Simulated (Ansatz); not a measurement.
```xyz
11

B     0.0366   -0.4509   -0.1777
O    -0.1404   -0.6071    1.1752
H    -1.0762   -0.6733    1.4019
N     1.3210   -0.4259   -0.7393
H     2.1594   -0.4576   -0.1758
H     1.4730   -0.2273   -1.7188
F    -1.0482   -0.3758   -0.9736
N     0.0625    2.5414    1.0085
H     0.9706    2.9884    1.1545
H    -0.6168    3.1308    1.4950
H     0.0999    1.6609    1.5272
```

Computed with RKS B3LYP/def2-SVP (Ansatz 0.2.0).

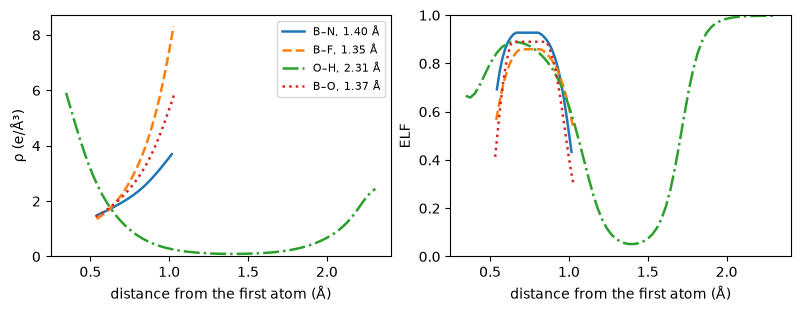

BFH3NO···NH3. Total electron density and ELF along straight lines between neighbouring atoms. The curves leave out the atomic cores.

> Compare the contacts.

B–N (1.40 Å): ρ is about 2 e/Å³ halfway; the ELF peaks at about 0.95 between the atoms (a short, strongly polar bond).
B–F (1.35 Å): ρ is about 2 e/Å³ halfway; the ELF peaks at about 0.85 between the atoms: a shared but strongly polarised pair.
O2···H11 (2.31 Å): the density falls to about 0.09 e/Å³ on the way; the ELF dips to about 0.05 between them: by its geometry a hydrogen bond between the two molecules, with no shared pair.
B–O (1.37 Å): ρ is about 2.1 e/Å³ halfway; the ELF peaks at about 0.90 between the atoms; a short, strongly polar bond.
